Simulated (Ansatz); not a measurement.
# What CoH3 (Pm-3m) distorts into, part 2 of 2

Which phase does CoH3 (Pm-3m) fall into along its unstable mode, and how much energy does it gain?

Ansatz 0.2.0; DFT PBE, scalar-relativistic, plane waves, norm-conserving pseudopotentials.

So far. Step 4 (The mode frozen in, largest atomic shift 0.14 Å): The run ends at a pressure of 2.41 GPa, with forces up to 0.039 eV/Å. Step 5 (Energy along the mode, all amplitudes (two of the runs …): The lowest of the steps tried is at 0.14 Å, 2.01 meV/atom below the parent; the bottom of the well need not coincide with a step.

### 6. Relaxing from the distorted cell

Starting from the lowest point found, all atoms and the cell are let go, so that strain and other modes of the same symmetry can join in.

File input.yaml:

```yaml
crystal:
  lattice:
    - [2.6121745813, 0.0, 0.0]
    - [0.0, 2.6121745813, 0.0]
    - [0.0, 0.0, 2.6121745813]
  atoms:
    - { symbol: Co, position: [-0.0015299959, 0.0015299959, 0.0015299959] }
    - { symbol: H, position: [0.0181203348, 0.464334203, 0.464334203] }
    - { symbol: H, position: [0.535665797, -0.0181203348, 0.464334203] }
    - { symbol: H, position: [0.535665797, 0.464334203, -0.0181203348] }
kpoints:
  mp_grid: { grid: [16, 16, 16] }
hamiltonian:
  xc: pbe
  pseudopotentials: { kind: nc }
scf:
  occupations: { method: methfessel_paxton, width: 0.2 }
output:
  forces: true
  stress: true
  eigenvalues: true
relax:
  adjacent_minimum: "off"
  f_tol: 0.002
  max_steps: 120
  cell: { stress_tol: 0.03 }
```

The run is started by

```console
$ ansatz run input.yaml --threads 4 --pin off --max-ram 7168MiB --backend cpu --events-out ev --progress --plain --runs-dir out
```

Numbers of over 12 decimals in the logs are rounded to 6 here.

Log:

```text
[...]
Crystal: 4 atoms, lattice volume = 17.824 Å³
Basis set: ecut = 1306.14654 eV, 1935 PW (Γ), exchange–correlation on 64×64×64 points (8 copies of the dense FFT grid, shifted against one another)
Bands: 14, of which v1, the nominal top of the filled ones, is band 10 counted from 1 (9 counted from 0)
Symmetry: 6 space group operations
[...]
k-points: 417 of 4096 (time reversal used)
[...]
SCF iter   1: F=—  HF=-4211.012956 eV  |F-HF|=—  |Δ(HF+E_count)|=         —  Δρ=9.03e-2  dr2=3.59e-1  ethr=3.10e-3  ⟨swp⟩=5.5  Hψ=27988  notcnv=0
[...]
SCF iter   7: F=-4210.923437 eV  HF=-4210.923437 eV  |F-HF|=4.11e-8  |Δ(HF+E_count)|=   9.64e-7  S|Δr|=    0.00e0  Δρ=2.46e-5  dr2=3.31e-8  ethr=5.00e-10  ⟨swp⟩=6.1  Hψ=35264  notcnv=0
SCF 1 converged in 7 iterations: F = -4210.923437 eV  dr2 = 3.31e-8
relax step   1: F+E_penalty+E_count = -4210.92343724 eV  Δ(F+E_penalty+E_count) = +0.000e0 eV  max|allowed force component| = 2.276e-2 eV/Å  Δτ_max = 0.0000 Å  P = +2.407 GPa  Ω = 17.824 Å³  (7 SCF iters, dr2 threshold 1.00e-7 eV, accepted)
Crystal: 4 atoms, lattice volume = 17.995 Å³
[...]
iter 1 solved again at ethr=1.75e-6 eV; its pass at ethr=3.10e-3 eV (dr2=3.51e-4 eV) is discarded
[...]
SCF iter   5: F=-4210.926571 eV  HF=-4210.926571 eV  |F-HF|=2.48e-10  |Δ(HF+E_count)|=   5.11e-8  S|Δr|=    0.00e0  Δρ=2.21e-5  dr2=1.12e-8  ethr=2.00e-9  ⟨swp⟩=7.0  Hψ=32337  notcnv=0
SCF 2 converged in 5 iterations: F = -4210.926571 eV  dr2 = 1.12e-8
relax step   2: F+E_penalty+E_count = -4210.92657096 eV  Δ(F+E_penalty+E_count) = -3.134e-3 eV  max|allowed force component| = 3.692e-2 eV/Å  Δτ_max = 0.0072 Å  P = +0.497 GPa  Ω = 17.995 Å³  energy of the carried Pulay correction = -7.409e-5 eV  (5 SCF iters, dr2 threshold 4.00e-7 eV, accepted)
Crystal: 4 atoms, lattice volume = 18.115 Å³
Basis set: ecut = 1306.14654 eV, 1947 PW (Γ), exchange–correlation on 64×64×64 points (8 copies of the dense FFT grid, shifted against one another)
[...]
SCF iter   5: F=-4210.928009 eV  HF=-4210.928009 eV  |F-HF|=2.60e-9  |Δ(HF+E_count)|=   2.51e-7  S|Δr|=    0.00e0  Δρ=3.41e-5  dr2=2.32e-8  ethr=2.00e-9  ⟨swp⟩=5.0  Hψ=31875  notcnv=0
SCF 3 converged in 5 iterations: F = -4210.928009 eV  dr2 = 2.32e-8
relax step   3: F+E_penalty+E_count = -4210.92800855 eV  Δ(F+E_penalty+E_count) = -1.438e-3 eV  max|allowed force component| = 5.741e-2 eV/Å  Δτ_max = 0.0079 Å  P = -0.483 GPa  Ω = 18.115 Å³  energy of the carried Pulay correction = -1.255e-4 eV  (5 SCF iters, dr2 threshold 4.00e-7 eV, accepted)
[...]
relax step   4: F+E_penalty+E_count = -4210.92947413 eV  Δ(F+E_penalty+E_count) = -1.466e-3 eV  max|allowed force component| = 5.358e-2 eV/Å  Δτ_max = 0.0148 Å  P = -0.629 GPa  Ω = 18.187 Å³  energy of the carried Pulay correction = -1.564e-4 eV  (6 SCF iters, dr2 threshold 4.00e-7 eV, accepted)
[...]
relax step   5: F+E_penalty+E_count = -4210.93139265 eV  Δ(F+E_penalty+E_count) = -1.919e-3 eV  max|allowed force component| = 5.483e-3 eV/Å  Δτ_max = 0.0292 Å  P = -0.030 GPa  Ω = 18.273 Å³  energy of the carried Pulay correction = -1.930e-4 eV  (6 SCF iters, dr2 threshold 4.00e-7 eV, accepted)
[...]
relax step   6: F+E_penalty+E_count = -4210.93141716 eV  Δ(F+E_penalty+E_count) = -2.450e-5 eV  max|allowed force component| = 2.690e-4 eV/Å  Δτ_max = 0.0033 Å  P = +0.016 GPa  Ω = 18.288 Å³  energy of the carried Pulay correction = -1.992e-4 eV  (6 SCF iters, dr2 threshold 2.33e-9 eV, accepted)
[...]
relax step   7: F+E_penalty+E_count = -4210.93141612 eV  Δ(F+E_penalty+E_count) = +1.040e-6 eV  max|allowed force component| = 6.153e-5 eV/Å  Δτ_max = 0.0006 Å  P = -0.003 GPa  Ω = 18.293 Å³  energy of the carried Pulay correction = -2.014e-4 eV  (5 SCF iters, dr2 threshold 3.43e-9 eV, accepted)
[...]
relax step   8: F+E_penalty+E_count = -4210.93180463 eV  Δ(F+E_penalty+E_count) = -3.885e-4 eV  max|allowed force component| = 1.137e-4 eV/Å  Δτ_max = 0.0000 Å  P = +0.064 GPa  Ω = 18.293 Å³  stress off target by 1.48e-1 GPa  SCF on the basis re-selected at this cell (its energy is not comparable with the rows above)  (6 SCF iters)
[...]
relax step   9: F+E_penalty+E_count = -4210.93181045 eV  Δ(F+E_penalty+E_count) = -5.816e-6 eV  max|allowed force component| = 1.568e-4 eV/Å  Δτ_max = 0.0017 Å  P = +0.005 GPa  Ω = 18.307 Å³  energy of the carried Pulay correction = -5.819e-6 eV  (5 SCF iters, dr2 threshold 5.45e-8 eV, accepted)
[...]
SCF iter   4: F=-4210.931816 eV  HF=-4210.931816 eV  |F-HF|=3.64e-12  |Δ(HF+E_count)|=  1.44e-10  S|Δr|=    0.00e0  Δρ=6.45e-7  dr2=5.82e-12  ethr=1.00e-12  ⟨swp⟩=5.4  Hψ=33208  notcnv=0
SCF 10 converged in 4 iterations: F = -4210.931816 eV  dr2 = 5.82e-12
relax step  10: F+E_penalty+E_count = -4210.93181582 eV  Δ(F+E_penalty+E_count) = -5.371e-6 eV  max|allowed force component| = 1.603e-4 eV/Å  Δτ_max = 0.0000 Å  P = +0.005 GPa  Ω = 18.307 Å³  stress off target by 1.98e-2 GPa  SCF on the basis re-selected at this cell (its energy is not comparable with the rows above)  (4 SCF iters)
[...]
SCF converged after 4 iterations
[...]
Free energy (F): -4210.931816 eV
[...]
Internal energy: -4210.933025 eV  (E = F + TS)
E sigma→0 (E₀):  -4210.932118 eV
Entropy (-TS):   0.001209 eV (0.302 meV/atom)
Fermi energy:    13.532723 eV
[...]
--- Forces (eV/Å), atoms counted from 1 ---
  atom   1  Co    -0.00010901     0.00010901     0.00010901
  atom   2  H      0.00016068     0.00002510     0.00002510
  atom   3  H     -0.00002510    -0.00016068     0.00002510
  atom   4  H     -0.00002510     0.00002510    -0.00016068
  max |Σ_I F_I| component: 1.47e-6 eV/Å
--- Stress (GPa, compression-positive) ---
        0.005237      -0.007292      -0.007292
       -0.007292       0.005237       0.007292
       -0.007292       0.007292       0.005237
  P = ⅓ Tr σ = 0.0052 GPa (0.052 kbar)
--- Band table (eV; the first three rows and the last of 417) ---
  k-point 0: bands = [... 6 lower, 8.9500, 12.6280, 12.6280, 12.6479, 18.9731, 18.9731, 23.5856, 24.3768]
  k-point 1: bands = [... 6 lower, 8.9881, 12.5778, 12.5965, 12.6404, 18.5161, 18.9516, 23.5307, 24.4740]
  k-point 2: bands = [... 6 lower, 9.0994, 12.4391, 12.4814, 12.6474, 17.4489, 18.8757, 23.6694, 24.7706]
  k-point 416: bands = [... 6 lower, 7.4773, 13.2254, 13.2254, 15.6733, 17.3172, 17.3172, 19.4293, 19.4293]
--- Relaxed structure (8 steps of the walk, 8 accepted, 2 SCFs on fresh bases) ---
  F+E_penalty+E_count = -4210.93181582 eV   max|allowed force component| = 1.603e-4 eV/Å   (the final SCF, on the basis selected at the relaxed cell)
  cell:  # Å, volume = 18.3074 Å³
    - [2.635969, -0.032357, -0.032357]
    - [-0.032357, 2.635969, 0.032357]
    - [-0.032357, 0.032357, 2.635969]
  atoms:
    - { symbol: Co, position: [-0.015855, 0.015855, 0.015855] }
    - { symbol: H, position: [0.019769, 0.457996, 0.457996] }
    - { symbol: H, position: [0.542004, -0.019769, 0.457996] }
    - { symbol: H, position: [0.542004, 0.457996, -0.019769] }
```

Wall time 2.3 min (4 threads of Arm Neoverse V1, shared host); peak memory 0.75 GiB.

Step by step:

| step | energy less that of the first step (eV) | largest force component (eV/Å) | pressure (GPa) | volume (Å³) |
| --- | --- | --- | --- | --- |
| 1 | 0.0000 | 0.0228 | 2.41 | 17.82 |
| 2 | -0.0031 | 0.0369 | 0.50 | 18.00 |
| 3 | -0.0046 | 0.0574 | -0.48 | 18.11 |
| 4 | -0.0060 | 0.0536 | -0.63 | 18.19 |
| 5 | -0.0080 | 0.0055 | -0.03 | 18.27 |
| 6 | -0.0080 | 0.0003 | 0.02 | 18.29 |
| 7 | -0.0080 | 0.0001 | 0.00 | 18.29 |
| 8* | -0.0084 | 0.0001 | 0.06 | 18.29 |
| 9 | -0.0084 | 0.0002 | 0.01 | 18.31 |
| 10* | -0.0084 | 0.0002 | 0.01 | 18.31 |

Relaxation steps marked * repeat the geometry before them on a plane-wave basis chosen anew for their cell, so energy and pressure can jump there.

Forces are held to the 6 operations that the run works with; a distortion that breaks them can't arise in this run.

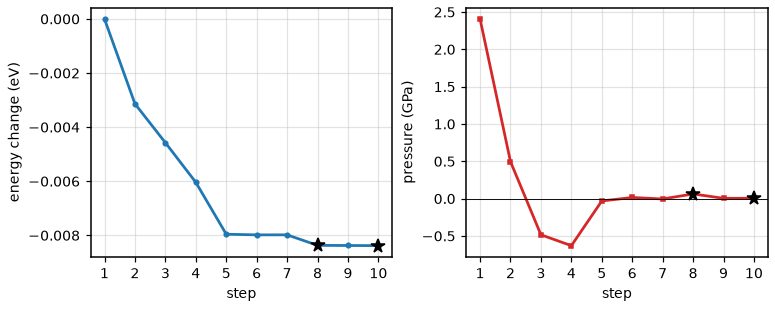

Energy and pressure along the relaxation. Stars mark steps on a basis chosen anew.

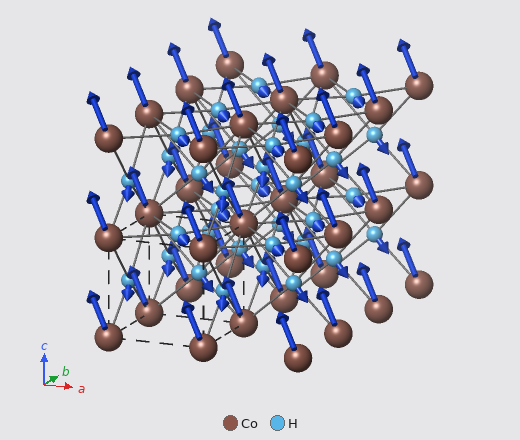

Displacements in the relaxation, exaggerated, measured against the changing cell; the longest in the cell stands for 0.07 Å. Bonds to atoms that aren't drawn are left out. 2×3×2 cells are drawn. Some periodic images of atoms are drawn too.

| conventional cell, symmetrised | before | after | change |
| --- | --- | --- | --- |
| a (Å) | 3.694 | 3.682 | -0.3 % |
| b (Å) | 3.694 | 3.682 | -0.3 % |
| c (Å) | 4.524 | 4.678 | +3.4 % |
| volume (Å³/atom) | 4.46 | 4.58 | +2.7 % |

The atoms that moved most (Å, as changes of fractional coordinates times the final cell):

| atom | dx | dy | dz | length |
| --- | --- | --- | --- | --- |
| Co1 | -0.039 | 0.039 | 0.039 | 0.067 |
| H2 | 0.005 | -0.017 | -0.017 | 0.024 |
| H4 | 0.017 | -0.017 | -0.005 | 0.024 |
| H3 | 0.017 | -0.005 | -0.017 | 0.024 |

This step gave:

| Quantity | Value |
| --- | --- |
| pressure | 0.005237 GPa |
| volume per atom | 4.577 Å³ |

The distorted start has space group R3m; the relaxation ends in R3m.

### 7. The new phase in its own primitive cell

The relaxed structure is symmetrised, reduced to its primitive cell and relaxed tightly, as its phonons need.

input.yaml, the sections that differ from step 6:

```yaml
crystal:
  lattice:
    - [1.8410320097, 1.0629203264, 1.5592395854]
    - [-1.8410320097, 1.0629203264, 1.5592395854]
    - [0.0, -2.1258406528, 1.5592395854]
  atoms:
    - { symbol: Co, position: [0.9841453385, 0.9841453385, 0.9841453385] }
    - { symbol: H, position: [0.542003755, 0.542003755, 0.0197690844] }
    - { symbol: H, position: [0.0197690844, 0.542003755, 0.542003755] }
    - { symbol: H, position: [0.542003755, 0.0197690844, 0.542003755] }
kpoints:
  mp_grid: { grid: [15, 15, 15] }
relax:
  adjacent_minimum: "off"
  f_tol: 0.001
  max_steps: 60
  cell: { stress_tol: 0.01 }
# hamiltonian, scf, output: as in step 6
```

Log:

```text
[...]
Crystal: 4 atoms, lattice volume = 18.307 Å³
Basis set: ecut = 1306.14654 eV, 1983 PW (Γ), exchange–correlation on 64×64×64 points (8 copies of the dense FFT grid, shifted against one another)
Bands: 14, of which v1, the nominal top of the filled ones, is band 10 counted from 1 (9 counted from 0)
Symmetry: 6 space group operations
[...]
--- Relaxed structure (3 steps of the walk, 3 accepted, 1 SCFs on fresh bases) ---
[...]
cell:  # Å, volume = 18.3086 Å³
    - [1.840562, 1.062649, 1.560144]
    - [-1.840562, 1.062649, 1.560144]
    - [0, -2.125297, 1.560144]
  atoms:
    - { symbol: Co, position: [0.984058, 0.984058, 0.984058] }
    - { symbol: H, position: [0.542033, 0.542033, 0.019797] }
    - { symbol: H, position: [0.019797, 0.542033, 0.542033] }
    - { symbol: H, position: [0.542033, 0.019797, 0.542033] }
[key lines of the parts left out:]
SCF converged after 6 iterations
Free energy (F): -4210.931964 eV
Fermi energy:    13.534558 eV
P = ⅓ Tr σ = 0.0049 GPa (0.049 kbar)
```

Wall time 42 s (4 threads); peak memory 0.68 GiB; 2.8 min of CPU time.

Little changed from the start: no atom moved by 0.005 Å and no cell edge by 0.1 %.

This step gave:

| Quantity | Value |
| --- | --- |
| pressure | 0.004933 GPa |

The largest force component left is 0.99 meV/Å and the pressure is 0.005 GPa, within the tolerances set. The cell now holds 4.58 Å³/atom.

### 8. Modes of the new phase, k-mesh 15×15×15

A relaxed structure may still be a saddle point, so its zone-centre modes are computed. No field response is asked, since the mesh shows no gap.

input.yaml, the sections that differ from step 7:

```yaml
crystal:
  lattice:
    - [1.8405615736, 1.06264872, 1.5601444796]
    - [-1.8405615736, 1.06264872, 1.5601444796]
    - [0.0, -2.12529744, 1.5601444796]
  atoms:
    - { symbol: Co, position: [0.9840575379, 0.9840575379, 0.9840575379] }
    - { symbol: H, position: [0.542033491, 0.542033491, 0.019797413] }
    - { symbol: H, position: [0.019797413, 0.542033491, 0.542033491] }
    - { symbol: H, position: [0.542033491, 0.019797413, 0.542033491] }
output:
  eigenvalues: true
phonons:
  method: dfpt
# kpoints, hamiltonian, scf: as in step 7
# relax: removed
```

Log:

```text
[...]
Crystal: 4 atoms, lattice volume = 18.309 Å³
Basis set: ecut = 1306.14654 eV, 1983 PW (Γ), exchange–correlation on 64×64×64 points (8 copies of the dense FFT grid, shifted against one another)
Bands: 14, of which v1, the nominal top of the filled ones, is band 10 counted from 1 (9 counted from 0)
Symmetry: 6 space group operations
k-points: 904 of 3375 (irreducible under 2 space group operations, time reversal used)
[...]
SCF iter   1: F=—  HF=-4211.053476 eV  |F-HF|=—  |Δ(HF+E_count)|=         —  Δρ=9.27e-2  dr2=4.44e-1  ethr=3.10e-3  ⟨swp⟩=5.5  Hψ=60564  notcnv=0
[...]
SCF iter  10: F=-4210.931964 eV  HF=-4210.931964 eV  |F-HF|=9.09e-13  |Δ(HF+E_count)|=  4.09e-11  S|Δr|=    0.00e0  Δρ=3.97e-7  dr2=5.51e-12  ethr=1.00e-12  ⟨swp⟩=5.4  Hψ=75252  notcnv=0
SCF 1 converged in 10 iterations: F = -4210.931964 eV  dr2 = 5.51e-12
[...]
SCF converged after 10 iterations
[...]
Free energy (F): -4210.931964 eV
[...]
Internal energy: -4210.933683 eV  (E = F + TS)
E sigma→0 (E₀):  -4210.932394 eV
Entropy (-TS):   0.001719 eV (0.430 meV/atom)
Fermi energy:    13.534557 eV
[...]
--- Band table (eV; the first three rows and the last of 904) ---
  k-point 0: bands = [... 6 lower, 8.9496, 12.6266, 12.6266, 12.6476, 18.9700, 18.9700, 23.5831, 24.3787]
  k-point 1: bands = [... 6 lower, 8.9929, 12.5696, 12.5902, 12.6397, 18.4555, 18.9456, 23.5290, 24.4892]
  k-point 2: bands = [... 6 lower, 9.1188, 12.4139, 12.4609, 12.6478, 17.2860, 18.8582, 23.7046, 24.8271]
  k-point 903: bands = [... 6 lower, 7.5218, 13.1343, 13.1577, 15.5614, 16.8275, 17.1657, 19.1712, 19.7311]
[...]
ASR residual: 9.436e-4 → 0.000e0 eV/Å²; symmetrization residual: 2.382e-6 eV/Å²
  ASR residual per site (eV/Å²): 9.44e-4 1.97e-5 1.75e-5 1.75e-5
[...]
```

The job ended after 2.1 min (4 threads; peak memory 2.5 GiB).

Numbers from this step:

```yaml
sum_rule_residual_before_enforcement: 9.44e-4 eV/Å²
point_group: 3m
highest_optical_mode_at_the_zone_centre_no_lo_to_term: 1126 cm⁻¹
lowest_optical_zone_centre_mode: 141.6 cm⁻¹
```

Patterns of degenerate modes are one choice out of their space. The modes at Γ (shares of kinetic energy by element, %):

```
mode  frequency (cm⁻¹)  symmetry  Co %  H %
   1               0.0  acoustic    95    5
   2               0.0  acoustic    95    5
   3               0.0  acoustic    95    5
   4             141.6        A2     0  100
   5             142.2         E     4   96
   6             142.2         E     4   96
   7             629.0        A1     5   95
   8             792.8         E     1   99
   9             792.8         E     1   99
  10            1012.3         E     0  100
  11            1012.3         E     0  100
  12            1125.6        A1     0  100
```

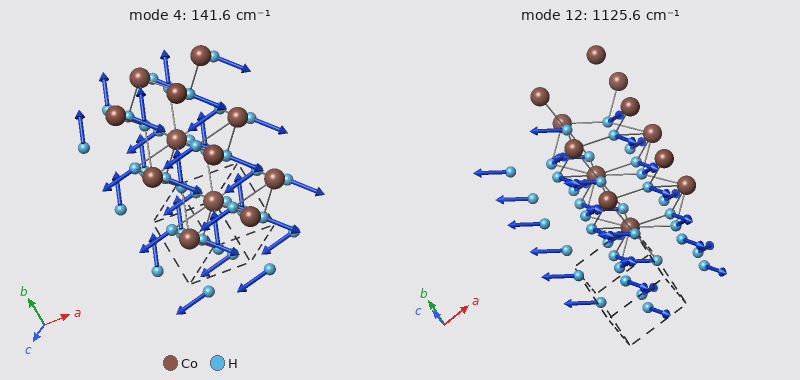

Displacement patterns of modes 4 and 12 at Γ; arrows are exaggerated. Bonds to atoms that aren't drawn are left out. 2×3×2 cells are drawn.

Before it was imposed, the acoustic sum rule was missed by 9.4e-4 eV/Å². Small misses are needed for a sound result but don't prove that mesh and cutoff are converged. The lowest optical mode is real, 142 cm⁻¹.

### 9. Outcome

* unstable mode of the parent: q = (0, 0, 0), 352i cm⁻¹
* depth at the lowest point sampled: 2.01 meV/atom
* largest atomic shift at that point: 0.14 Å
* space group reached (within 0.01 Å): R3m
* energy gained over the parent (first relaxation, on the mesh of the frozen mode): 4.11 meV/atom
* volume per atom, phase reached: 4.58 Å³
* lowest optical zone-centre mode, phase reached: 142 cm⁻¹
* highest optical mode at the zone centre (no LO-TO term), phase reached: 1126 cm⁻¹

Along this mode the structure falls into R3m, 4.11 meV/atom below the parent. At the parent's cell the well is 2.014 meV/atom deep on the steps tried, with its lowest point at a shift of 0.14 Å. Relaxing atoms and cell changes the gain by +2.09 meV/atom against the lowest step (energies at zero smearing). The new phase has no imaginary mode at the zone centre of its cell; other wavevectors were not checked. Of the 3 patterns followed to their end from this parent, this one ends 0.315 meV/atom above the lowest, Amm2. Another end point lies within 1 meV/atom; how such a difference moves with mesh and cutoff was not tested. Each path keeps the symmetry of its pattern, so a lower phase may lie along a pattern not tried. With no gap, or one that is small against the smearing, the frequencies hang on the k mesh and the smearing, most of all near Kohn anomalies. The phonon runs are without spin polarisation, although Co often carries a moment.

[Logs are printed without paths, hosts, clocks, repeated set-up lines and the standing remarks that a program may print on its own settings, such as how far it seeks lower states.]

[Hosts, paths, dates, database ids (printed as entryN), source tags and the programs' standing remarks are cut or masked in the printed files.]
